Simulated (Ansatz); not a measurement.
# Geometry relaxation, with input and output: TiNH$_{4}$ClOF$_{2}$ (part 2 of 2)

TiNH$_{4}$ClOF$_{2}$; RKS B3LYP-D4/def2-SVP (Ansatz 0.2.0). The input holds or restrains some coordinates. It belongs to a series of runs on one base structure; here: pulled along the bonds that form and break, towards end B.

Geometry of the input (Å):
```
Ti 0.0000  0.0000  0.0000
N  0.0000  0.0000  2.4100
H  -0.8770  -0.2713  2.9400
H  0.8770  0.2713  2.9400
F  1.7257  0.0000  -0.6094
Cl -1.1163  1.9339  -0.7892
F  -0.8619  -1.4933  -0.6094
O  0.8322  1.9354  0.7000
H  1.6233  1.7635  1.3040
H  0.5284  1.2288  1.9025
```

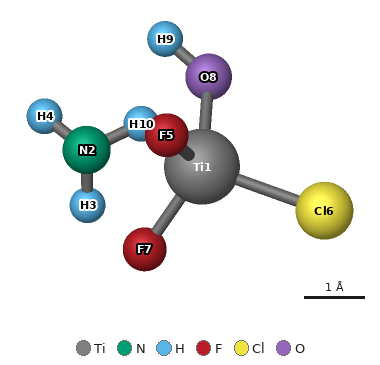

*The geometry at step 13 of the log (ball-and-stick view, seen at a tilt; atoms are numbered from 1 in the order of the input).*

**Trajectory as extended XYZ, continued**
```
10
Properties=species:S:1:pos:R:3:forces:R:3 step=5 energy=-44666.64072
Ti    0.1874    0.3653   -0.4376   -0.2673   0.3826   1.5363
N     0.0835    0.1225    2.7857   -4.8551   1.7812  -3.8433
H    -0.8385   -0.2826    3.0999    1.9634   0.7174   0.0081
H     0.9299    0.0298    3.1803    3.4515  -1.3133   2.5817
F     1.7870   -0.1658   -0.8488    0.1006  -0.3084  -0.8558
Cl   -1.3285    1.8583   -1.0665   -0.2148  -0.3750  -0.8382
F    -0.7289   -1.2209   -0.5140    0.8888   1.5638   0.5154
O     0.9290    1.8337    0.4824   -0.6592  -1.2203   0.3707
H     1.6487    1.7342    1.1196    0.2872  -0.0705  -0.1642
H     0.0618    1.0937    2.3875   -0.6952  -1.1575   0.6893
10
Properties=species:S:1:pos:R:3:forces:R:3 step=6 energy=-44667.47736
Ti    0.2005    0.4220   -0.4444    0.2238   0.3414   1.2759
N     0.0562    0.1094    2.7733    0.5017   1.7486  -2.0672
H    -0.8076   -0.2571    3.1359    0.0739  -0.2400   0.6753
H     0.9511   -0.0232    3.2441   -0.6481  -0.3189   0.3688
F     1.7583   -0.1520   -1.0175   -0.5429   0.2557  -0.4380
Cl   -1.3631    1.7946   -1.2475    0.3094  -0.3820  -0.4309
F    -0.6893   -1.1459   -0.4308    0.6564   1.1655   0.4702
O     0.9172    1.8098    0.5969   -0.3867  -1.3029  -0.2626
H     1.7379    1.6993    1.1076   -0.1621  -0.0223  -0.1999
H    -0.0297    1.1114    2.4711   -0.0254  -1.2450   0.6084
10
Properties=species:S:1:pos:R:3:forces:R:3 step=7 energy=-44667.89444
Ti    0.2020    0.4544   -0.4529    0.5303   0.5102   1.1878
N     0.0282    0.0639    2.7558    0.2546   1.4407  -1.5610
H    -0.7910   -0.2342    3.2662    0.0831  -0.1632   0.4845
H     0.9236   -0.0411    3.2323   -0.4086  -0.2025   0.3518
F     1.7068   -0.0607   -1.1878   -0.5434   0.1836  -0.2491
Cl   -1.2973    1.7623   -1.4077    0.1934  -0.2590  -0.3174
F    -0.6467   -1.0993   -0.2716    0.4696   0.8646   0.2322
O     0.9202    1.7936    0.6412   -0.4675  -1.3042  -0.4905
H     1.7504    1.6575    1.1276   -0.1334   0.0170  -0.1307
H    -0.0647    1.0719    2.4855    0.0220  -1.0872   0.4923
10
Properties=species:S:1:pos:R:3:forces:R:3 step=8 energy=-44668.15874
Ti    0.2090    0.4823   -0.4721    0.8335   1.2038   1.0219
N     0.0280    0.0460    2.7399   -0.1011   0.9489  -0.3005
H    -0.7632   -0.2380    3.3233    0.1670  -0.0328   0.0026
H     0.8813   -0.0482    3.2992   -0.1998  -0.0670   0.0361
F     1.6306    0.0009   -1.3613   -0.3233   0.1097  -0.0525
Cl   -1.2483    1.7034   -1.5676    0.0850  -0.0967  -0.1693
F    -0.6088   -1.0271   -0.1796    0.0493   0.0488   0.2236
O     0.9119    1.7568    0.7049   -0.4624  -1.1856  -0.9473
H     1.7669    1.6225    1.1437   -0.1144   0.0164  -0.0601
H    -0.0759    1.0697    2.5581    0.0662  -0.9454   0.2456
10
Properties=species:S:1:pos:R:3:forces:R:3 step=9 energy=-44668.24026
Ti    0.2053    0.5266   -0.4727    0.7206   0.9745   0.9745
N     0.0396    0.0318    2.7466    0.0177   0.6381  -0.0037
H    -0.7846   -0.2543    3.2791   -0.0072   0.0057  -0.0473
H     0.8309   -0.0807    3.3862   -0.0409  -0.0296  -0.0272
F     1.5457    0.0459   -1.4642   -0.0484   0.0188  -0.0011
Cl   -1.2364    1.6499   -1.6820   -0.0061   0.0004  -0.0031
F    -0.5599   -0.9802   -0.0568    0.0168   0.1131   0.0605
O     0.9351    1.7572    0.7239   -0.6682  -1.0249  -1.1877
H     1.7939    1.6184    1.1454    0.0388  -0.0050   0.0350
H    -0.0383    1.0539    2.5830   -0.0231  -0.6912   0.2000
10
Properties=species:S:1:pos:R:3:forces:R:3 step=10 energy=-44668.24494 accepted=F
Ti    0.2042    0.5437   -0.4811    0.6789   1.0021   1.0030
N     0.1173    0.0284    2.7441   -0.1696   0.2577   0.8305
H    -0.8091   -0.3031    3.0919    0.7905   0.3094  -0.2755
H     0.7814   -0.1018    3.5380   -0.5889   0.0944  -0.5939
F     1.5211    0.0046   -1.4732   -0.0232   0.0433  -0.0008
Cl   -1.2583    1.6332   -1.7061    0.0561  -0.0258   0.0323
F    -0.5736   -0.9276    0.0259   -0.0237   0.1220   0.0158
O     0.9281    1.7856    0.7035   -0.6495  -1.0095  -1.2604
H     1.7795    1.6500    1.1430   -0.0165  -0.0364   0.0228
H     0.0406    1.0555    2.6024   -0.0541  -0.7573   0.2262
10
Properties=species:S:1:pos:R:3:forces:R:3 step=11 energy=-44668.25202
Ti    0.2088    0.5364   -0.4778    0.6647   1.0184   1.0334
N     0.0752    0.0242    2.7412    0.1116   0.5391   0.2560
H    -0.7977   -0.2767    3.1877    0.1314   0.0587  -0.1031
H     0.8070   -0.0980    3.4552   -0.2296   0.0198  -0.1885
F     1.5324    0.0213   -1.4729   -0.0100   0.0143  -0.0079
Cl   -1.2439    1.6389   -1.6962    0.0140  -0.0089   0.0046
F    -0.5668   -0.9438    0.0049   -0.0050   0.1028  -0.0035
O     0.9312    1.7783    0.7107   -0.6298  -1.0386  -1.2135
H     1.7819    1.6400    1.1506   -0.0071  -0.0160   0.0141
H     0.0033    1.0478    2.5852   -0.0402  -0.6897   0.2085
10
Properties=species:S:1:pos:R:3:forces:R:3 step=12 energy=-44668.26432
Ti    0.2080    0.5395   -0.4783    0.6456   1.0947   0.9977
N     0.1252    0.0205    2.7425   -0.0596   0.4901   0.3262
H    -0.7851   -0.3089    3.0946    0.3183   0.1054  -0.1369
H     0.7840   -0.0850    3.5275   -0.2458   0.0187  -0.2233
F     1.5234   -0.0028   -1.4697    0.0011   0.0043   0.0005
Cl   -1.2412    1.6346   -1.7068    0.0235   0.0001  -0.0073
F    -0.5994   -0.9138    0.0304   -0.0144   0.0668   0.0308
O     0.9234    1.7943    0.6997   -0.5939  -1.0561  -1.2002
H     1.7606    1.6476    1.1643   -0.0512  -0.0243  -0.0021
H     0.0325    1.0425    2.5842   -0.0237  -0.6997   0.2144
10
Properties=species:S:1:pos:R:3:forces:R:3 step=13 energy=-44668.28319
Ti    0.1976    0.5512   -0.4813    0.6735   1.1130   0.9807
N     0.2040    0.0086    2.7383   -0.2432   0.4141   0.6405
H    -0.7352   -0.3719    2.9679    0.6580   0.2148  -0.1559
H     0.7575   -0.0554    3.6150   -0.4072   0.0123  -0.5227
F     1.5132   -0.0539   -1.4383   -0.0400   0.0149   0.0232
Cl   -1.2221    1.6419   -1.7466    0.0383  -0.0081  -0.0242
F    -0.6607   -0.8524    0.0874   -0.0079   0.1084   0.0233
O     0.9049    1.8243    0.6804   -0.5327  -1.1201  -1.1378
H     1.7087    1.6511    1.1970   -0.1455  -0.0255  -0.0683
H     0.0634    1.0248    2.5687    0.0067  -0.7239   0.2412
10
Properties=species:S:1:pos:R:3:forces:R:3 step=14 energy=-44668.31244
Ti    0.1738    0.5603   -0.4783    0.7957   1.3156   0.8906
N     0.2939    0.0247    2.7400   -0.5135   0.3359   0.7297
H    -0.6306   -0.4537    2.8263    0.8139   0.3904  -0.0745
H     0.7197   -0.0144    3.6892   -0.3356  -0.0498  -0.6529
F     1.4893   -0.1004   -1.3957   -0.0169  -0.0078   0.0189
Cl   -1.1874    1.6510   -1.8079    0.0455  -0.0087  -0.0040
F    -0.7373   -0.7953    0.1161   -0.0815  -0.0018   0.1545
O     0.8810    1.8327    0.6828   -0.5977  -1.1032  -1.2306
H     1.6561    1.6323    1.2322   -0.1429  -0.0595  -0.0542
H     0.0731    1.0311    2.5837    0.0329  -0.8114   0.2225
10
Properties=species:S:1:pos:R:3:forces:R:3 step=15 energy=-44668.36323
Ti    0.1561    0.5807   -0.4752    0.7773   1.1532   0.9601
N     0.3715    0.0219    2.7331   -0.5692   0.3876   0.5248
H    -0.5083   -0.5328    2.7030    0.6582   0.3746  -0.0114
H     0.6764    0.0069    3.7242   -0.1640  -0.0510  -0.5622
F     1.4739   -0.1752   -1.3191   -0.1148   0.0592   0.0406
Cl   -1.1515    1.6632   -1.8641    0.0752  -0.0399  -0.0105
F    -0.8134   -0.7093    0.1961    0.0357   0.1917   0.0522
O     0.8619    1.8699    0.6661   -0.5987  -1.2049  -1.1767
H     1.5864    1.6371    1.2727   -0.1710  -0.0600  -0.1148
H     0.0784    1.0058    2.5517    0.0713  -0.8105   0.2981
10
Properties=species:S:1:pos:R:3:forces:R:3 step=16 energy=-44668.41677
Ti    0.1350    0.5944   -0.4739    0.7838   1.3826   0.9510
N     0.4411    0.0585    2.7291   -0.7278   0.4000   0.2293
H    -0.3574   -0.5924    2.5947    0.5514   0.4315   0.0499
H     0.6692    0.0158    3.7313   -0.0259  -0.0347  -0.2646
F     1.4406   -0.2233   -1.2725   -0.0251  -0.0081   0.0396
Cl   -1.0896    1.6596   -1.9497    0.0564  -0.0261   0.0254
F    -0.8880   -0.6225    0.2470   -0.0264   0.0566   0.0881
O     0.8290    1.8725    0.6838   -0.5267  -1.2076  -1.2801
H     1.5096    1.5933    1.3260   -0.2512  -0.0614  -0.1636
H     0.0420    1.0124    2.5726    0.1914  -0.9329   0.3251
10
Properties=species:S:1:pos:R:3:forces:R:3 step=17 energy=-44668.49287
Ti    0.1102    0.6158   -0.4829    0.6792   1.3784   1.0328
N     0.5078    0.0986    2.7138   -0.4699   0.5517   0.1231
H    -0.2163   -0.6057    2.5208    0.2371   0.1672   0.0341
H     0.7552    0.0043    3.7027   -0.0093  -0.0313  -0.1026
F     1.4304   -0.2792   -1.1685    0.0138  -0.0107   0.0356
Cl   -0.9838    1.6659   -2.0555   -0.0261   0.0318  -0.0716
F    -0.9820   -0.5263    0.2644   -0.0245   0.0220   0.0872
O     0.7434    1.8907    0.7061   -0.3641  -1.3093  -1.3691
H     1.3452    1.4885    1.3710   -0.2454   0.0291  -0.1277
H     0.0212    1.0156    2.6166    0.2092  -0.8289   0.3582
10
Properties=species:S:1:pos:R:3:forces:R:3 step=18 energy=-44668.53176
Ti    0.0897    0.6457   -0.5003    0.7709   1.3691   1.2599
N     0.5640    0.1422    2.6926   -0.6605   0.5584   0.0909
H    -0.0633   -0.6337    2.4396    0.2075   0.2568   0.0151
H     0.8073    0.0132    3.6757    0.0503   0.0335  -0.0016
F     1.4193   -0.3288   -1.0683   -0.1623   0.0941   0.0384
Cl   -0.9248    1.6705   -2.1499    0.0243   0.0014  -0.0120
F    -1.0452   -0.4187    0.3121    0.0690   0.0629  -0.0549
O     0.7135    1.8910    0.7250   -0.3715  -1.5536  -1.5338
H     1.1961    1.3818    1.4348   -0.2189   0.1626  -0.2737
H    -0.0251    1.0051    2.6272    0.2913  -0.9853   0.4717
10
Properties=species:S:1:pos:R:3:forces:R:3 step=19 energy=-44668.55463
Ti    0.0796    0.6376   -0.4982    0.8178   1.5595   1.1414
N     0.5804    0.1934    2.6995   -0.5747   0.5016   0.1910
H     0.0081   -0.5897    2.3651    0.0949   0.1132   0.0993
H     0.8137    0.0153    3.6767    0.0373  -0.0137  -0.0137
F     1.4047   -0.3372   -1.0717   -0.1010   0.0308   0.0399
Cl   -0.9012    1.6841   -2.1576    0.0130  -0.0005   0.0168
F    -1.0621   -0.4303    0.2972    0.0319  -0.0037   0.0360
O     0.7119    1.8534    0.7468   -0.6542  -1.3212  -2.0735
H     1.1444    1.3165    1.4622    0.0651  -0.0056   0.1076
H    -0.0480    1.0252    2.6685    0.2699  -0.8604   0.4552
10
Properties=species:S:1:pos:R:3:forces:R:3 step=20 energy=-44668.57227
Ti    0.0814    0.6491   -0.5068    0.7677   1.5521   1.3111
N     0.5693    0.1921    2.6928   -0.6407   0.2745   0.2601
H     0.0579   -0.6575    2.4178    0.1881   0.2424   0.0926
H     0.8303    0.0935    3.6781   -0.0710   0.0447  -0.1496
F     1.3780   -0.3566   -1.0811    0.0131  -0.0203  -0.0174
Cl   -0.8861    1.7229   -2.1554   -0.0214   0.0008  -0.0170
F    -1.0531   -0.4007    0.3230   -0.0152   0.0025  -0.0259
O     0.7287    1.8462    0.7426   -0.5991  -1.2434  -2.0770
H     1.1495    1.3118    1.4693   -0.0103  -0.0288   0.0763
H    -0.1245    0.9674    2.6082    0.3888  -0.8246   0.5469
10
Properties=species:S:1:pos:R:3:forces:R:3 step=21 energy=-44668.59384
Ti    0.0817    0.6601   -0.5059    0.7186   1.4603   1.1854
N     0.5726    0.1920    2.6951   -0.4280   0.4301   0.2611
H     0.1176   -0.6860    2.4379    0.0017   0.0330   0.0046
H     0.8183    0.1394    3.6845    0.0018  -0.0038  -0.0208
F     1.3629   -0.3653   -1.0832    0.0141  -0.0153  -0.0008
Cl   -0.8805    1.7315   -2.1610   -0.0029   0.0216  -0.0075
F    -1.0752   -0.3753    0.3102    0.0213   0.0029   0.0191
O     0.7406    1.8388    0.7454   -0.5713  -1.2096  -1.9706
H     1.1386    1.2981    1.4849    0.0013   0.0155   0.0134
H    -0.1450    0.9349    2.5805    0.2435  -0.7347   0.5160
```

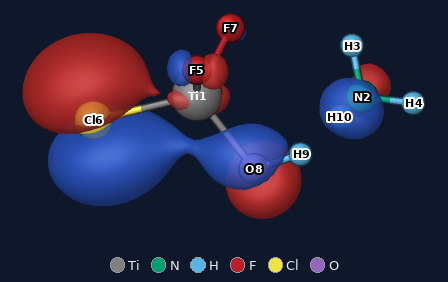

*The HOMO−1 at ±0.1 Å⁻³ᐟ² (blue and red are the two phases), seen face on.*

Its energy is −9.02 eV.

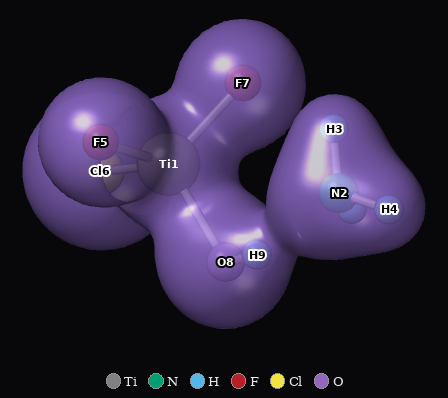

*Isosurface of the total electron density at 0.2 e/Å³ (purple), seen at a tilt.*

At this value the surface is in one piece. On the grid the lowest density along these lines, outside the cores, is 0.34 e/Å³ (N···H, 1.73 Å), 1.1 e/Å³ (Ti–F, 1.74 Å), 0.97 e/Å³ (Ti–O, 1.84 Å) and 0.62 e/Å³ (Ti–Cl, 2.19 Å).

**Key numbers**

| quantity | value |
| --- | --- |
| outcome | converged under the restraints of the input |
| total energy | −44668.5942 eV |
| mean-field energy | −44668.2470 eV |
| largest force (length of the vector) at the end, held atoms and coordinates included | 2.382 eV/Å |
| wall time | 1.8 min (CPU time 6.5 min) |
| peak memory | 0.38 GiB |
